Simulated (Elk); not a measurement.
**Spin spirals in MnZn by the generalised Bloch theorem**

Spirals of any wavevector fit in the chemical cell when spin–orbit coupling is left out. What does E(q) of MnZn say of its order and magnons?

Program: Elk 11.2.3 (patched build). Level of theory: LDA (Perdew-Wang); all-electron APW+lo, Dirac cores, scalar-relativistic bands. Results are calculated unless marked as measured.

### 1. Starting point

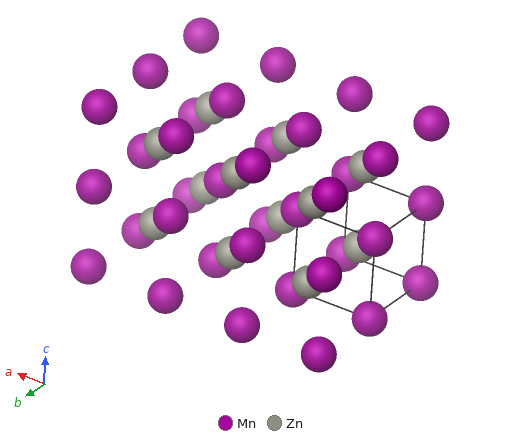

Start, viewed from a free direction; manganese purple, zinc grey. 3×2×2 cells are drawn. Some periodic images of atoms are drawn too.

### 2. The state at q = 0

The energies of all spirals count from this run, made with the same spinor basis and mesh so that errors cancel.

The moments start as ferro +, on a cone 45° from z.

Moments are seeded by fields in the spheres (the last three columns under atoms), set against the wanted direction and reduced each loop.

Contents of elk.in:

```
tasks
  0

xctype
  3

rgkmax
  7.0

nempty
  12

swidth
  0.002

reducebf
  0.5

epsengy
  1e-06

maxscl
  100

lmaxi
  3

stype
  0

spincore
  .true.

spinsprl
  .true.

spinpol
  .true.

vqlss
  0.000000 0.000000 0.000000

sppath
  './'

avec
  5.80145920260 0.00000000000 0.00000000000
  0.00000000000 5.80145920260 0.00000000000
  0.00000000000 0.00000000000 5.80145920260

atoms
  2
  'Mn.in'
  1
  0.0000000000 0.0000000000 0.0000000000   -0.123744 0.000000 -0.123744
  'Zn.in'
  1
  0.5000000000 0.5000000000 0.5000000000   0.000000 0.000000 0.000000

ngridk
  8 8 8
```

Launch:

```bash
OMP_NUM_THREADS=2 elk
```

Numbers of over 12 decimals in the logs are rounded to 6 here.

The program printed:

```text
┌─────────────────────────┐
│ Elk code version 11.2.3 │
└─────────────────────────┘

All units are atomic (Hartree, Bohr, etc.)

┌─────────────────────────────────────────────────┐
│ Ground-state run starting from atomic densities │
└─────────────────────────────────────────────────┘

Lattice vectors :
   5.801459203       0.000000000       0.000000000
   0.000000000       5.801459203       0.000000000
   0.000000000       0.000000000       5.801459203

Reciprocal lattice vectors :
   1.083035334       0.000000000       0.000000000
   0.000000000       1.083035334       0.000000000
   0.000000000       0.000000000       1.083035334

Unit cell volume      :    195.2592998
Brillouin zone volume :    1.270363121

Muffin-tin inner radius fraction :   0.1000000000E-01

Nuclei treated as point charges

Species : 1 (Mn)
 parameters loaded from : Mn.in
 name : manganese
 nuclear charge    :   -25.00000000
 electronic charge :    25.00000000
 atomic mass :    100145.9370
 muffin-tin radius :    2.400000000
 number of radial points in muffin-tin :    497
 inner part over the whole radius :   0.9798345621E-02
 number on inner part of muffin-tin    :    350
 approximate nuclear radius :   0.7074591925E-04
 number of mesh points to nuclear radius :    165
 atomic positions (lattice), magnetic fields (Cartesian) :
  1 :   0.00000000  0.00000000  0.00000000   -0.12374400  0.00000000 -0.12374400

Species : 2 (Zn)
 parameters loaded from : Zn.in
 name : zinc
 nuclear charge    :   -30.00000000
 electronic charge :    30.00000000
 atomic mass :    119233.3130
 muffin-tin radius :    2.400000000
 number of radial points in muffin-tin :    497
 inner part over the whole radius :   0.9843840322E-02
 number on inner part of muffin-tin    :    351
 approximate nuclear radius :   0.7484757725E-04
 number of mesh points to nuclear radius :    169
 atomic positions (lattice), magnetic fields (Cartesian) :
  1 :   0.50000000  0.50000000  0.50000000    0.00000000  0.00000000  0.00000000

Total number of atoms per unit cell :    2
Total muffin-tin volume :    115.8116716
 ratio of muffin-tin to unit cell volume :   0.5931173148

Spin treatment :
 spin-polarised
 spin-polarised core states
 global magnetic field (Cartesian) :    0.000000000       0.000000000       0.000000000
 non-collinear magnetisation
 spin-spiral state assumed
  q-vector (lattice)   :    0.000000000       0.000000000       0.000000000
  q-vector (Cartesian) :    0.000000000       0.000000000       0.000000000
  q-vector length      :    0.000000000

Number of Bravais lattice symmetries :   48
Number of crystal symmetries         :   48
Crystal has inversion symmetry
Real symmetric eigensolver will be used

k-point grid :      8     8     8
k-point offset :    0.000000000       0.000000000       0.000000000
k-point set is reduced with full crystal symmetry group
Total number of k-points :       35

Muffin-tin radius times maximum |G+k| :    7.000000000
 using average radius
Maximum |G+k| for APW functions       :    2.916666667
Maximum (1/2)|G+k|²                   :    4.253472222
Maximum |G| for potential and density :    12.00000000
Constant for pseudocharge density :    7
 order of it for each species :   14  14
 order of it for pair densities of each species (exact exchange by exxq0 0: 14) :   10  10
Radial integration step length :    1

G-vector grid sizes :     24    24    24
Number of G-vectors :     5695

Maximum angular momentum used for
 APW functions            :    8
 outer part of muffin-tin :    6
 inner part of muffin-tin :    3

Total nuclear charge    :   -55.00000000
Total core charge       :    22.00000000
Total valence charge    :    33.00000000
Total excess charge     :    0.000000000
Total electronic charge :    55.00000000

Effective Wigner radius, rₛ :   0.9463536821

Number of empty states         :     24
Total number of valence states :     82
Total number of core states    :     22

Third-order local-orbitals added for an l without core states : T
Total number of local-orbitals :     45

Exchange-correlation functional :      3     0     0
 Perdew-Wang/Ceperley-Alder, Phys. Rev. B 45, 13244 (1992)
 gradient requirement :    0
 local density approximation (LDA)

Smearing type :    0
 Gaussian
Smearing width :   0.2000000000E-02
Effective electronic temperature (K) :    631.5500496

Mixing type :    3
 Broyden mixing, J. Phys. A: Math. Gen. 17, L317 (1984)

Kohn-Sham potential initialised from atomic data

┌──────────────────────────────┐
│ Self-consistent loop started │
└──────────────────────────────┘

┌─────────────────┐
│ Loop number : 1 │
└─────────────────┘

Energies :
 Fermi                       :     0.116907
 sum of occupied eigenvalues :     -1702.4021947705
 electron kinetic            :      2992.3580600892
 core electron kinetic       :      2662.0102259845
 Coulomb                     :     -5823.4731497286
 Coulomb potential           :     -4538.4977307644
 nuclear-nuclear             :     -476.58549432832
 electron-nuclear            :     -6171.6156503218
 Hartree                     :      824.72799492150
 Madelung                    :     -3554.2242843465
 xc potential                :     -156.12692658868
 xc effective B-field        :    -0.146284
 external B-field            :      0.000000
 exchange                    :     -114.11896427453
 correlation                 :     -4.775451
 electron entropic           :    -0.84823015801012E-04
 total energy                :     -2950.0095901862
 (external B-field energy excluded from total)

Density of states at Fermi energy :    42.41150790
 (states/Hartree/unit cell)

Estimated indirect band gap :   0.8206832580E-04
 from k-point 19 to k-point 22
Estimated direct band gap   :   0.7337056834E-02
 at k-point 24

Charges :
 core                        :    22.00000000
 valence                     :    33.00000000
 interstitial                :    2.161014690
 muffin-tins (core leakage)
  species : 1 (Mn)
   atom 1                    :    24.13278261     ( -0.3595731179E-05)
  species : 2 (Zn)
   atom 1                    :    28.70620270     (  0.8862702961E-04)
 total in muffin-tins        :    52.83898531
 total calculated charge     :    54.99978864
 total charge                :    55.00000000
 error                       :   0.2113571291E-03

Moments :
 interstitial                :   0.1163590609E-01  0.6611653371E-11  0.1163600379E-01
 muffin-tins
  species : 1 (Mn)
   atom 1                    :    2.057822380      0.6214262661E-10   2.057823379
  species : 2 (Zn)
   atom 1                    :  -0.9540825527E-02 -0.9860689774E-11 -0.9540740831E-02
 total in muffin-tins        :    2.048281555      0.5228193684E-10   2.048282638
 total moment                :    2.059917461      0.5889359021E-10   2.059918642

┌─────────────────┐
│ Loop number : 2 │
└─────────────────┘

Energies :
 Fermi                       :     0.118899
 sum of occupied eigenvalues :     -1702.4098976103
 electron kinetic            :      2992.4393408675
 core electron kinetic       :      2662.0078588941
 Coulomb                     :     -5823.5929588064
 Coulomb potential           :     -4538.4742848446
 nuclear-nuclear             :     -476.58549432832
 electron-nuclear            :     -6171.8681156318
 Hartree                     :      824.86065115367
 Madelung                    :     -3554.3558163841
 xc potential                :     -156.24183007559
 xc effective B-field        :    -0.148599
 external B-field            :      0.000000
 exchange                    :     -114.12444134572
 correlation                 :     -4.775241
 electron entropic           :    -0.73603328499744E-04
 total energy                :     -2950.0533739493
 (external B-field energy excluded from total)

Density of states at Fermi energy :    36.80166425
 (states/Hartree/unit cell)

Estimated indirect band gap :   0.2476639605E-02
 from k-point 24 to k-point 19
Estimated direct band gap   :   0.2997560514E-02
 at k-point 19

Charges :
 core                        :    22.00000000
 valence                     :    33.00000000
 interstitial                :    2.166141958
 muffin-tins (core leakage)
  species : 1 (Mn)
   atom 1                    :    24.10850404     ( -0.3595731101E-05)
  species : 2 (Zn)
   atom 1                    :    28.72535400     (  0.8830820996E-04)
 total in muffin-tins        :    52.83385804
 total calculated charge     :    54.99978919
 total charge                :    55.00000000
 error                       :   0.2108134833E-03

Moments :
 interstitial                :   0.1351495068E-01 -0.3402418461E-07  0.1351505010E-01
 muffin-tins
  species : 1 (Mn)
   atom 1                    :    2.062549591      0.1505906077E-06   2.062550653
  species : 2 (Zn)
   atom 1                    :  -0.1036867237E-01 -0.5242841281E-08 -0.1036853288E-01
 total in muffin-tins        :    2.052180918      0.1453477664E-06   2.052182120
 total moment                :    2.065695869      0.1113235818E-06   2.065697170

RMS change in Kohn-Sham potential (target) :   0.2973073353     (  0.1000000000E-05)
Absolute change in total energy (target)   :   0.4378376310E-01 (  0.1000000000E-05)

[... loops 3 to 22 left out ...]

┌──────────────────┐
│ Loop number : 23 │
└──────────────────┘

Energies :
 Fermi                       :     0.226941
 sum of occupied eigenvalues :     -1699.3565282499
 electron kinetic            :      2995.7028970995
 core electron kinetic       :      2662.3776100009
 Coulomb                     :     -5826.5747062793
 Coulomb potential           :     -4537.3966405335
 nuclear-nuclear             :     -476.58549432832
 electron-nuclear            :     -6178.7246460608
 Hartree                     :      828.73543410985
 Madelung                    :     -3557.8763860125
 xc potential                :     -157.49386173108
 xc effective B-field        :    -0.168923
 external B-field            :      0.000000
 exchange                    :     -114.30883115719
 correlation                 :     -4.775647
 electron entropic           :    -0.88808542354835E-04
 total energy                :     -2949.9563758598
 (external B-field energy excluded from total)

Density of states at Fermi energy :    44.40427118
 (states/Hartree/unit cell)

Estimated indirect band gap :   0.5123178002E-03
 from k-point 22 to k-point 24
Estimated direct band gap   :   0.4640475007E-02
 at k-point 19

Charges :
 core                        :    22.00000000
 valence                     :    33.00000000
 interstitial                :    2.210061525
 muffin-tins (core leakage)
  species : 1 (Mn)
   atom 1                    :    23.74158023     ( -0.3595730870E-05)
  species : 2 (Zn)
   atom 1                    :    29.04835824     (  0.8111535593E-04)
 total in muffin-tins        :    52.78993848
 total calculated charge     :    54.99980597
 total charge                :    55.00000000
 error                       :   0.1940302522E-03

Moments :
 interstitial                :   0.3354730433E-01 -0.1776040875E-05  0.3354842369E-01
 muffin-tins
  species : 1 (Mn)
   atom 1                    :    2.203926830      0.2301614648E-03   2.203983441
  species : 2 (Zn)
   atom 1                    :  -0.4447726777E-01 -0.7750349198E-05 -0.4447270487E-01
 total in muffin-tins        :    2.159449562      0.2224111156E-03   2.159510736
 total moment                :    2.192996866      0.2206350747E-03   2.193059160

RMS change in Kohn-Sham potential (target) :   0.5257210239E-07 (  0.1000000000E-05)
Absolute change in total energy (target)   :   0.1531411726E-06 (  0.1000000000E-05)

Convergence targets achieved

┌──────────────────┐
│ Loop number : 24 │
└──────────────────┘

Energies :
 Fermi                       :     0.226941
 sum of occupied eigenvalues :     -1699.3565285291
 electron kinetic            :      2995.7028966569
 core electron kinetic       :      2662.3776097670
 Coulomb                     :     -5826.5747062160
 Coulomb potential           :     -4537.3966405794
 nuclear-nuclear             :     -476.58549432832
 electron-nuclear            :     -6178.7246459205
 Hartree                     :      828.73543403287
 Madelung                    :     -3557.8763859263
 xc potential                :     -157.49386156154
 xc effective B-field        :    -0.168923
 external B-field            :      0.000000
 exchange                    :     -114.30883109776
 correlation                 :     -4.775647
 electron entropic           :    -0.88808112992603E-04
 total energy                :     -2949.9563761882
 (external B-field energy excluded from total)

Density of states at Fermi energy :    44.40405650
 (states/Hartree/unit cell)

Estimated indirect band gap :   0.5123144463E-03
 from k-point 22 to k-point 24
Estimated direct band gap   :   0.4640410648E-02
 at k-point 19

Charges :
 core                        :    22.00000000
 valence                     :    33.00000000
 interstitial                :    2.210061529
 muffin-tins (core leakage)
  species : 1 (Mn)
   atom 1                    :    23.74158026     ( -0.3595731091E-05)
  species : 2 (Zn)
   atom 1                    :    29.04835821     (  0.8111535633E-04)
 total in muffin-tins        :    52.78993847
 total calculated charge     :    54.99980597
 total charge                :    55.00000000
 error                       :   0.1940302511E-03

Moments :
 interstitial                :   0.3354724687E-01 -0.1658359664E-05  0.3354839696E-01
 muffin-tins
  species : 1 (Mn)
   atom 1                    :    2.203925218      0.2378989635E-03   2.203983725
  species : 2 (Zn)
   atom 1                    :  -0.4447722308E-01 -0.7906545391E-05 -0.4447269828E-01
 total in muffin-tins        :    2.159447995      0.2299924181E-03   2.159511027
 total moment                :    2.192995241      0.2283340584E-03   2.193059424

┌──────────────────────────────┐
│ Self-consistent loop stopped │
└──────────────────────────────┘

Wrote STATE.OUT
```

It took 74 s on 2 threads of Arm Neoverse V2, shared host; peak memory 0.11 GiB.

Spin moment in the muffin-tin sphere by atom:

| atom | x (μB) | y (μB) | z (μB) | size |
| --- | --- | --- | --- | --- |
| Mn1 | 2.20 | 0.00 | 2.20 | 3.12 |
| Zn2 | -0.04 | 0.00 | -0.04 | 0.06 |

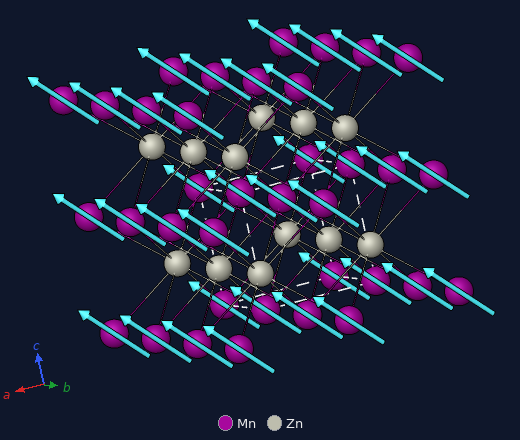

Spin moment in the muffin-tin sphere as arrows, the longest 3.12 μB. 2×3×2 cells are drawn. Some periodic images of atoms are drawn too.

Numbers from this step:

- density of states at the Fermi level: 1.632 states/eV/cell
- moment between the spheres: 0.03355, 0, 0.03355 μB
- magnetization: 2.193, 0, 2.193 μB
- final state: ferromagnetic

After 24 cycles the largest moment stands at 3.12 μB.

(Part 1 of 2 ends here.)

[Logs and program files are shortened in this print: banners, set-up blocks, solver, clock and traceback lines can be left out without a mark of their own.]

[Logs are printed without paths, hosts, clocks, repeated set-up lines and the standing remarks that a program may print on its own settings, such as how far it seeks lower states.]

[Hosts, paths, dates, database ids (printed as entryN), source tags and the programs' standing remarks are cut or masked in the printed files.]

[Where a cell is said to come from a database of computed structures, the database is the Materials Project.]
